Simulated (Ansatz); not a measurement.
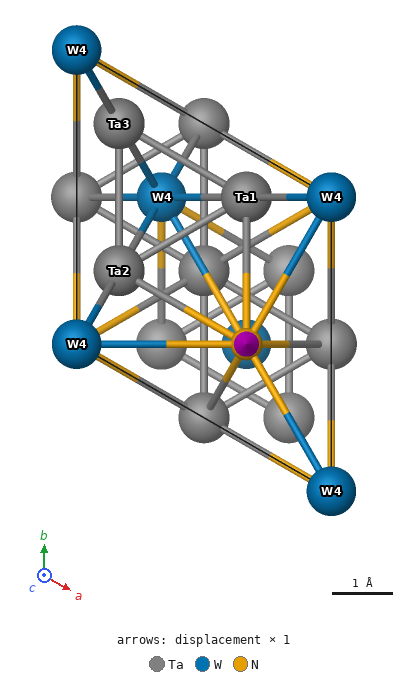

A relaxation of solid Ta$_{3}$WN$_{2}$ (a generated structure, set up in R-3m) (coarse preliminary run). The starting structure is drawn; purple arrows show the displacements (the part carried along by the change of the cell is left out), at their true length.

A ball-and-stick model of the conventional cell (3 times the calculation's cell), seen along the c axis. Lengths and directions refer to the drawn axes.

All numbers below come from DFT PBE, scalar-relativistic, plane waves, PAW in Ansatz.

The input:
```yaml
crystal:
  lattice:
    - [2.48735498, 1.43607507, 3.9877638]
    - [-2.48735498, 1.43607507, 3.9877638]
    - [0.0, -2.87215014, 3.9877638]
  atoms:
    - { symbol: Ta, position: [0.5, 0.0, 0.0] }
    - { symbol: Ta, position: [0.0, 0.0, 0.5] }
    - { symbol: Ta, position: [0.0, 0.5, 0.0] }
    - { symbol: W, position: [0.0, 0.0, 0.0] }
    - { symbol: "N", position: [0.37677872, 0.37677872, 0.37677872] }
    - { symbol: "N", position: [0.62322128, 0.62322128, 0.62322128] }
basis:
  ecutwfc: 420
kpoints:
  mp_grid: { grid: [6, 6, 6] }
hamiltonian:
  xc: pbe
scf:
  occupations: { method: gaussian, width: 0.1 }
  lower_state_search: "off"
output:
  forces: true
  stress: true
  eigenvalues: true
relax:
  adjacent_minimum: "off"
  f_tol: 0.04
  max_steps: 70
  cell: { stress_tol: 0.4 }
```

Run as
```bash
ansatz run input.yaml --threads 1 --pin off --max-ram 2560MiB --backend cpu --events-out ev --progress --plain --runs-dir out
```

Q: Describe the change and its energy.

A: Over 21 accepted moves (24 points after the start) the energy falls by 1775 meV per atom. The largest force component goes from 0.051 to 0.0023 eV/Å. Pressure: 37.33 GPa at the start and 0.08 GPa at the end. The SCF was repeated 3 times at an unchanged geometry on a basis and grid sized afresh for the cell, which shifted the energy by 68.3 meV per atom at most. The largest moves relative to the cell, 1.59 Å, are those of N5 and N6. N6 goes along +c. Ta and W stay in place. Cell: a = b 4.975 → 6.817 Å (+37.0 %), c 11.963 → 10.138 Å (−15.3 %). Volume +59.1 %. Some distances before and after: W4–N5 4.508 → 2.234 Å, Ta1–N5 2.891 → 4.433 Å, W4–N5 (another image) 2.919 → 4.099 Å, Ta1–Ta2 2.487 → 3.409 Å. New bonds form, among them: W4–N5 (4.51 → 2.23 Å), W4–N6 (4.51 → 2.23 Å). Bonds break, among them: Ta1–N5 (2.89 → 4.43 Å), Ta1–N6 (2.89 → 4.43 Å), Ta2–N5 (2.89 → 4.43 Å), Ta2–N6 (2.89 → 4.43 Å). Bond angles that change, for instance: W4–Ta3–N6 65.5° → 123.9°, W4–Ta3–N5 114.5° → 56.1°, Ta1–W4–Ta2 119.2° → 97.8°. The space group stays R-3m (No. 166).
